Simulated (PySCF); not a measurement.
**GaH2BrCl− (SMILES [Cl][GaH2-][Br]) at 5 levels**

Aim: a comparison of 5 runs (HF/3-21G, B3LYP/3-21G, M06-2X/6-31G, B2PLYP/pcseg-1, TPSS/6-31G**) of GaH2BrCl−. The job is set up through a Python script.

The results are computed with PySCF 2.14.0.

## 1. Starting point

GaH2BrCl− has 5 atoms, charge -1, and is taken as a singlet. As SMILES, `[Cl][GaH2-][Br]`. Geometry: a GFN2-xTB relaxation, a rough one for these elements and not checked as a minimum.

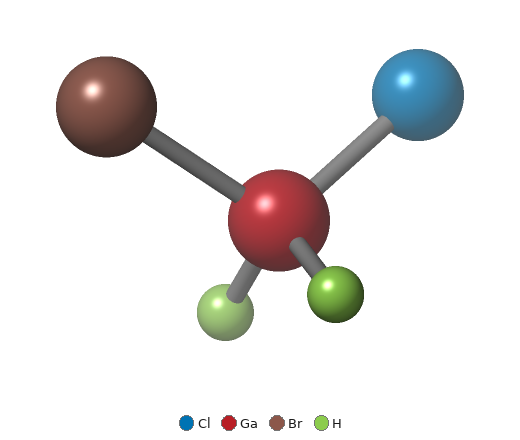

The structure, seen from a chosen angle (chlorine blue, gallium red, bromine brown, hydrogen green).

## 2. Energy and forces at HF/3-21G (run 1)

The input, geometry.xyz:

```xyz
5
BrClGaH2
Cl    -1.629090    -0.391110     1.270210
Ga    -0.057620     0.132860    -0.085540
Br     1.749250    -1.296680     0.169090
H     -0.540440    -0.026610    -1.575910
H      0.477900     1.581530     0.222150
```

The input, job.py:

```python
from pyscf import gto

mol = gto.M(
    atom='geometry.xyz',
    verbose=3,
    charge=-1,
    max_memory=1860,
    basis='3-21g',
    spin=0,
)

myscf = mol.RHF()
myscf.conv_tol = 1e-10
myscf.kernel()
if not myscf.converged:
    myscf = myscf.newton().run(myscf.mo_coeff, myscf.mo_occ)

e_final = myscf.e_tot
print('Final energy', e_final)
grad = myscf.nuc_grad_method().kernel()
dip = myscf.dip_moment()
pop, q = myscf.mulliken_pop()
```

Launch:

```bash
$ OMP_NUM_THREADS=1 python job.py
```

Log:

```text
converged SCF energy = -4932.5075506287
Final energy -4932.507550628704
--------------- RHF gradients ---------------
         x                y                z
0 Cl     0.0429064823     0.0140878600    -0.0368865630
1 Ga    -0.0179938423    -0.0337750480     0.0403843555
2 Br    -0.0308992288     0.0264923631    -0.0062099851
3 H     0.0067481908     0.0025284002     0.0080395241
4 H    -0.0007616020    -0.0093335753    -0.0053273316
----------------------------------------------

WARN: System has nonzero charge -1; the dipole moment is origin-dependent.
[... 2 lines left out ...]
Dipole moment(X, Y, Z, Debye): -0.18273,  2.28624, -1.93429
[... 67 lines left out ...]
charge of    4H =     -0.28117
```

Run time: 3.6 s. Hardware: 1 thread of Intel Xeon at 2.70GHz, shared host; peak memory 0.13 GiB.

## 3. Energy and gradient at B3LYP/3-21G (run 2)

The input, job.py:

```python
from pyscf import gto, dft

mol = gto.M(
    atom=[
    ('Cl', (-1.629090, -0.391110, 1.270210)),
    ('Ga', (-0.057620, 0.132860, -0.085540)),
    ('Br', (1.749250, -1.296680, 0.169090)),
    ('H', (-0.540440, -0.026610, -1.575910)),
    ('H', (0.477900, 1.581530, 0.222150)),
],
    verbose=4,
    max_memory=1860,
    basis='3-21g',
    charge=-1,
)

ks = dft.RKS(mol, xc='b3lyp')
ks.conv_tol = 1e-10
ks.grids.level = 5
ks.kernel()
if not ks.converged:
    ks = ks.newton().run(ks.mo_coeff, ks.mo_occ)

energy = ks.e_tot
print('Final energy', energy)
grad = ks.nuc_grad_method().kernel()
dip = ks.dip_moment()
pop, q = ks.mulliken_pop()
```

Launch:

```bash
$ OMP_NUM_THREADS=1 python job.py
```

Log:

```text
PySCF version 2.14.0

[... 71 lines left out ...]
converged SCF energy = -4936.60593951223
Final energy -4936.605939512231
[... 13 lines left out ...]
WARN: System has nonzero charge -1; the dipole moment is origin-dependent.
[... 2 lines left out ...]
Dipole moment(X, Y, Z, Debye): -0.04009,  1.99815, -1.75885
[... 67 lines left out ...]
charge of    4H =     -0.17618
```

It took 18 s on 1 thread of Intel Xeon at 2.70GHz, shared host; peak memory 0.61 GiB.

Runs 3 to 4 aren't shown in full; the table further down has their settings and results.

## 4. Energy and forces at TPSS/6-31G(d,p) (spherical functions) (run 5)

The input, run.py:

```python
from pyscf import gto, dft

mol = gto.M(
    atom='''
Cl    -1.629090    -0.391110     1.270210
Ga    -0.057620     0.132860    -0.085540
Br     1.749250    -1.296680     0.169090
H     -0.540440    -0.026610    -1.575910
H      0.477900     1.581530     0.222150
''',
    max_memory=1860,
    verbose=3,
    spin=0,
    charge=-1,
    basis='6-31g**',
)

mf = dft.RKS(mol, xc='tpss')
mf.grids.level = 5
mf.conv_tol = 1e-10
mf.kernel()
if not mf.converged:
    mf = mf.newton().run(mf.mo_coeff, mf.mo_occ)

energy = mf.e_tot
print(f'total energy: {energy:.8f} hartree')
grad = mf.nuc_grad_method().kernel()
dip = mf.dip_moment()
pop, q = mf.mulliken_pop()
```

Launch:

```bash
$ OMP_NUM_THREADS=1 python run.py
```

Log:

```text
converged SCF energy = -4959.9037659222
total energy: -4959.90376592 hartree
--------------- RKS gradients ---------------
         x                y                z
0 Cl     0.0249869900     0.0089820506    -0.0222005067
1 Ga    -0.0072188556    -0.0245856508     0.0260716116
2 Br    -0.0206452894     0.0179564286    -0.0043861896
3 H     0.0040286797     0.0029199555     0.0048715234
4 H    -0.0011566097    -0.0052739064    -0.0043748947
----------------------------------------------

WARN: System has nonzero charge -1; the dipole moment is origin-dependent.
[... 2 lines left out ...]
Dipole moment(X, Y, Z, Debye): -0.57947,  2.02462, -1.47857
[... 98 lines left out ...]
charge of    4H =     -0.06812
```

Run time: 60 s. Hardware: 1 thread of Intel Xeon at 2.70GHz, shared host; peak memory 0.91 GiB.

## 5. All runs side by side

```csv
run,level,integration grid,task,energy (Eh),HOMO energy (eV),LUMO energy (eV),HOMO–LUMO gap (eV),wall time
1,HF/3-21G,–,gradient,-4932.507551,-5.41,8.11,13.52,3.6 s
2,B3LYP/3-21G,5,gradient,-4936.605940,-2.05,5.46,7.52,18 s
3,M06-2X/6-31G,5,gradient,-4959.851141,-3.92,5.44,9.36,35 s
4,B2PLYP/pcseg-1,5,energy,-4959.033282,-3.68,6.63,10.31,23 s
5,TPSS/6-31G** (spherical functions),5,gradient,-4959.903766,-1.46,4.58,6.05,60 s
```

## 6. Summary of results

```
                                                    quantity           value
                                         run 5: total energy  -4959.90377 Eh
                                          run 5: HOMO energy        -1.46 eV
                                          run 5: LUMO energy         4.58 eV
run 5: HOMO–LUMO gap (to an unbound level, set by the basis)         6.05 eV
                             run 5: largest force on an atom      1.880 eV/Å
```

**Reading.** The HOMO–LUMO gap runs from 6.05 eV (TPSS/6-31G**) to 13.52 eV (HF/3-21G). The two ends differ in method and basis. The empty levels of an anion lie above zero and hang on the basis. Totals of different functionals can't be ranked against each other. All runs together took 2.3 min, the longest 60 s.
